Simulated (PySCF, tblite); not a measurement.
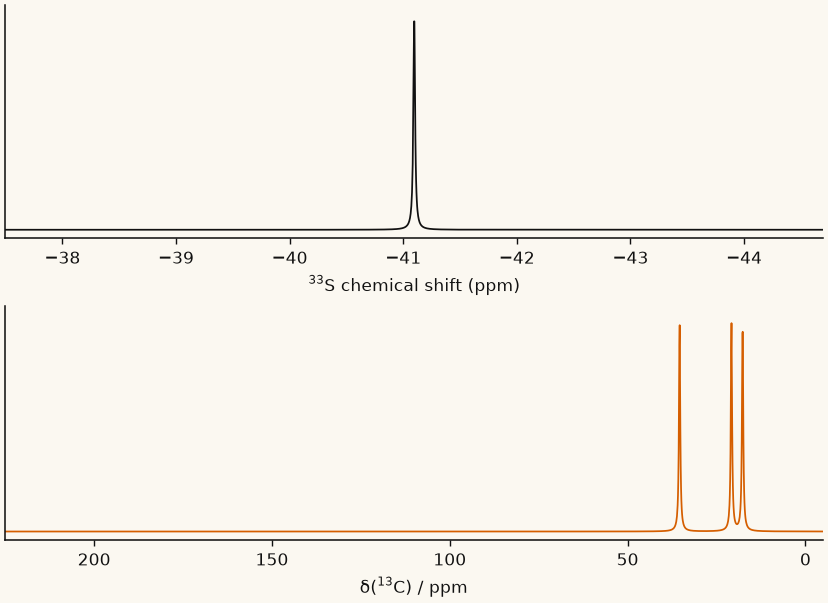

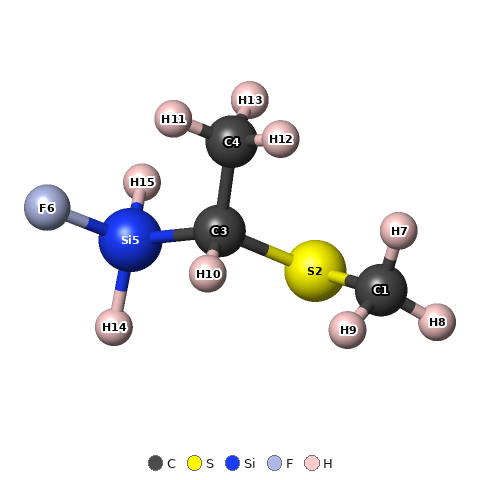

Spectrum and numbered structure of C₃H₉FSSi, SMILES CS[C@@H](C)[SiH2]F. GIAO shifts, PBE0/pcSseg-1 in PySCF 2.14.0, at a GFN2-xTB geometry (a minimum by its frequencies), against CS₂ for ³³S and TMS for ¹³C computed at the same level. Gas phase, fully decoupled, line heights follow the number of nuclei, widths are arbitrary (no quadrupolar broadening); values of one conformer, averaged over methyl-type rotors and exact or near symmetry; other conformers aren't averaged in.

Question: Where does the ³³S line lie?

Answer: At −41.1 ppm (S2).

Question: Assign the ¹³C signals to the numbered atoms.

Answer:
| δ (ppm) | nuclei | atoms |
| --- | --- | --- |
| 35.4 | 1 | C3 |
| 20.8 | 1 | C1 |
| 17.7 | 1 | C4 |

Caveats: the tight-binding geometry is rougher than a DFT one and adds to the error.
